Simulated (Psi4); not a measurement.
# CH4AlO2 (SMILES C[O][Al][OH]) at U-wB97X-D/def2-TZVPD (density fitting, sweep point 4)

Aim: the vertical doublet–quartet gap of CH4AlO2 at U-wB97X-D/def2-TZVPD (density fitting, sweep point 4), from 2 runs. The job is set up through a Python script.

Program for the calculation: Psi4 1.11.

## 1. The structure to begin with

CH4AlO2: 8 atoms, total charge 0, spin state doublet. As SMILES, `C[O][Al][OH]`. The coordinates come from a PBE0-D4/def2-TZVP relaxation. This is one conformer, not always the lowest.

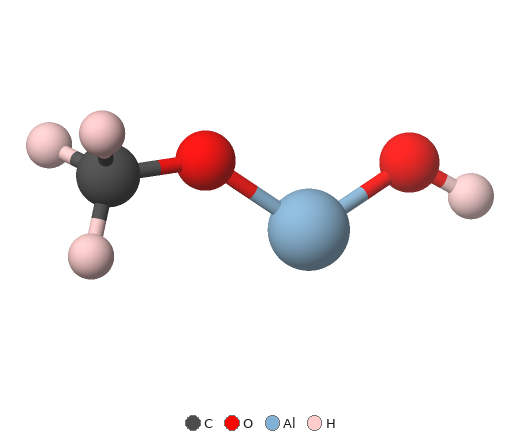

The structure, seen from a chosen angle (carbon dark grey, oxygen red, aluminium light blue, hydrogen pink).

## 2. The energy at U-wB97X-D/def2-TZVPD (density fitting, sweep point 4)

The input, ch4alo2.py:

```python
import psi4

psi4.set_memory('1600 MB')
psi4.set_num_threads(1)
psi4.core.set_output_file('run.log', False)

geom = psi4.geometry("""
0 2
C      0.55312284     2.58117691    -1.26592753
O     -0.06765220     0.53384763     0.27268748
Al    -0.11829686    -2.64486068     0.17574453
O     -1.13742615    -4.14209069     2.83062076
H      1.24948691     1.99989716    -3.12919749
H     -1.10624567     3.78398759    -1.55108720
H      2.02200695     3.72559505    -0.36377228
H     -1.22132999    -5.94507839     2.92567399
units bohr
symmetry c1
""")

psi4.set_options({
    'basis': 'def2-TZVPD',
    'reference': 'uks',
    'puream': True,
    'scf_type': 'df',
    'dft_radial_points': 99,
    'dft_spherical_points': 590,
    'maxiter': 100,
})

result, w = psi4.energy('WB97X-D', return_wfn=True)
print('E =', round(result, 9))
```

Started as:

```sh
$ python ch4alo2.py
```

run.log:

```text
[...]
  Running in c1 symmetry.
[...]
  Nuclear repulsion =  149.181418761736637
[...]
  Multiplicity = 2
[...]
  Nalpha       = 20
  Nbeta        = 19
[...]
    Number of basis functions: 196
[...]
   @DF-UKS iter   1:  -433.05655874416624   -6.65548e-01   5.28997e-03 ADIIS/DIIS
[...]
   @DF-UKS iter  10:  -433.46774346768467   -1.21243e-07   3.63859e-07 DIIS
[...]
   @S^2 Observed:                7.516201866E-01
[...]
    Orbital Energies [Eh]
    ---------------------
    Alpha Occupied:
       1A    -56.176785     2A    -19.238354     3A    -19.236937
       4A    -10.325802     5A     -4.249740     6A     -2.791295
       7A     -2.789439     8A     -2.785198     9A     -1.096559
      10A     -1.077294    11A     -0.770670    12A     -0.596916
      13A     -0.558462    14A     -0.531867    15A     -0.526522
      16A     -0.451271    17A     -0.416754    18A     -0.388718
      19A     -0.371922    20A     -0.279023
    Alpha Virtual:
      21A      0.033971    22A      0.050826    23A      0.065607
      24A      0.077295    25A      0.094117    26A      0.107550
[...]
  @DF-UKS Final Energy:  -433.46774346768467
   => Energetics <=
    Nuclear Repulsion Energy =            149.1814187617366372
    One-Electron Energy =                -895.6138737276763777
    Two-Electron Energy =                 343.2887768865228963
    DFT Exchange-Correlation Energy =     -30.3224242988124502
    Empirical Dispersion Energy =          -0.0016410894553337
    VV10 Nonlocal Energy =                  0.0000000000000000
    Total Energy =                       -433.4677434676846701
  UHF NO Occupations:
  HONO-2 :   18  A 1.9998328
  HONO-1 :   19  A 1.9995197
[...]
 Multipole Moments:
 ------------------------------------------------------------------------------------
     Multipole            Electronic (a.u.)      Nuclear  (a.u.)        Total (a.u.)
 ------------------------------------------------------------------------------------
 L = 1.  Multiply by 2.5417464519 to convert [e a0] to [Debye]
 Dipole X            :         -0.6018978            0.8205467            0.2186489
 Dipole Y            :         -5.2421594            4.9455392           -0.2966202
 Dipole Z            :          1.2529834           -1.8696356           -0.6166522
 Magnitude           :                                                    0.7183668
[...]
```

Standard output:

```text
E = -433.467743468
```

Run time: 39 s. Hardware: 1 thread of Intel Xeon 6975P-C (Granite Rapids), shared host; peak memory 1.3 GiB.

## 3. The quartet

The input, job.py:

```python
import psi4

psi4.set_memory('1600 MB')
psi4.set_num_threads(1)
psi4.set_output_file('run.log', False)

geom = psi4.geometry("""
0 4
C      0.55312284     2.58117691    -1.26592753
O     -0.06765220     0.53384763     0.27268748
Al    -0.11829686    -2.64486068     0.17574453
O     -1.13742615    -4.14209069     2.83062076
H      1.24948691     1.99989716    -3.12919749
H     -1.10624567     3.78398759    -1.55108720
H      2.02200695     3.72559505    -0.36377228
H     -1.22132999    -5.94507839     2.92567399
units au
symmetry c1
""")

psi4.set_options({
    'basis': 'def2-TZVPD',
    'reference': 'uks',
    'puream': True,
    'scf_type': 'df',
    'dft_radial_points': 99,
    'dft_spherical_points': 590,
    'maxiter': 100,
})

E, wfn = psi4.energy('wb97x-d', molecule=geom, return_wfn=True)
print(f'total energy {E:.8f} hartree = {E * 27.211386:.5f} eV')
for k, v in sorted(psi4.core.scalar_variables().items()):
    print(f'{k:45s} {v:18.10f}')
```

Started as:

```sh
$ python job.py
```

run.log:

```text
[...]
  Running in c1 symmetry.
[...]
  Nuclear repulsion =  149.181418761736637
[...]
  Multiplicity = 4
[...]
  Nalpha       = 21
  Nbeta        = 18
[...]
    Number of basis functions: 196
[...]
   @DF-UKS iter   1:  -432.90065129239036   -5.09641e-01   4.62890e-03 ADIIS/DIIS
[...]
   @DF-UKS iter  14:  -433.23607109056962   -1.45933e-07   2.96698e-07 DIIS
[...]
   @S^2 Observed:                3.756585699E+00
[...]
    Orbital Energies [Eh]
    ---------------------
    Alpha Occupied:
       1A    -56.154705     2A    -19.401467     3A    -19.243325
       4A    -10.410636     5A     -4.230856     6A     -2.772399
       7A     -2.769332     8A     -2.768409     9A     -1.243237
      10A     -1.084318    11A     -0.869267    12A     -0.677829
      13A     -0.659939    14A     -0.630750    15A     -0.585152
      16A     -0.520482    17A     -0.495519    18A     -0.448190
      19A     -0.429621    20A     -0.276949    21A     -0.147863
    Alpha Virtual:
      22A      0.041782    23A      0.054376    24A      0.071372
      25A      0.084778    26A      0.097751    27A      0.098793
[...]
  @DF-UKS Final Energy:  -433.23607109056962
   => Energetics <=
    Nuclear Repulsion Energy =            149.1814187617366372
    One-Electron Energy =                -893.8124616949490928
    Two-Electron Energy =                 341.6370798486990452
    DFT Exchange-Correlation Energy =     -30.2404669166008162
    Empirical Dispersion Energy =          -0.0016410894553337
    VV10 Nonlocal Energy =                  0.0000000000000000
    Total Energy =                       -433.2360710905696237
  UHF NO Occupations:
  HONO-2 :   19  A 1.0000000
  HONO-1 :   20  A 1.0000000
[...]
 Multipole Moments:
 ------------------------------------------------------------------------------------
     Multipole            Electronic (a.u.)      Nuclear  (a.u.)        Total (a.u.)
 ------------------------------------------------------------------------------------
 L = 1.  Multiply by 2.5417464519 to convert [e a0] to [Debye]
 Dipole X            :         -0.6695996            0.8205467            0.1509471
 Dipole Y            :         -3.1175327            4.9455392            1.8280065
 Dipole Z            :          1.5920985           -1.8696356           -0.2775370
 Magnitude           :                                                    1.8551064
[...]
```

On the terminal:

```text
total energy -433.23607109 hartree = -11788.95396 eV
CURRENT ENERGY                                   -433.2360710906
CURRENT REFERENCE ENERGY                         -433.2360710906
DD SOLVATION ENERGY                                 0.0000000000
DFT FUNCTIONAL TOTAL ENERGY                      -433.2344300011
DFT TOTAL ENERGY                                 -433.2360710906
DFT VV10 ENERGY                                     0.0000000000
DFT XC ENERGY                                     -30.2404669166
DISPERSION CORRECTION ENERGY                       -0.0016410895
GRID ELECTRONS ALPHA                               21.0000009290
GRID ELECTRONS BETA                                18.0000002278
GRID ELECTRONS TOTAL                               39.0000011568
NUCLEAR REPULSION ENERGY                          149.1814187617
ONE-ELECTRON ENERGY                              -893.8124616949
PCM POLARIZATION ENERGY                             0.0000000000
PE ENERGY                                           0.0000000000
SCF ITERATION ENERGY                             -433.2360710906
SCF ITERATIONS                                     14.0000000000
SCF TOTAL ENERGY                                 -433.2360710906
TWO-ELECTRON ENERGY                               341.6370798487
WB97X-D DISPERSION CORRECTION ENERGY               -0.0016410895
XC GRID RADIAL POINTS                              99.0000000000
XC GRID SPHERICAL POINTS                          590.0000000000
XC GRID TOTAL POINTS                           448047.0000000000
```

It took 50 s on 1 thread of Intel Xeon 6975P-C (Granite Rapids), shared host; peak memory 1.3 GiB.

## 4. Summary of results

Level: U-wB97X-D/def2-TZVPD (density fitting, sweep point 4).

| quantity | value |
| --- | --- |
| doublet: total energy | -433.46774 Eh |
| doublet: dipole moment | 1.83 D |
| doublet: HOMO energy (highest over α and β) | -7.59 eV |
| doublet: LUMO energy (lowest over α and β) | -1.33 eV |
| doublet: dispersion energy | -4.31 kJ/mol |
| doublet: ⟨S²⟩ | 0.752 |
| quartet: total energy | -433.23607 Eh |
| quartet: dipole moment | 4.72 D |
| quartet: HOMO energy (highest over α and β) | -4.02 eV |
| quartet: dispersion energy | -4.31 kJ/mol |
| quartet: ⟨S²⟩ | 3.757 |
| vertical energy of the quartet above the doublet | 6.304 eV |

What this shows: At this shape the quartet lies 6.30 eV (145 kcal/mol) above the doublet.
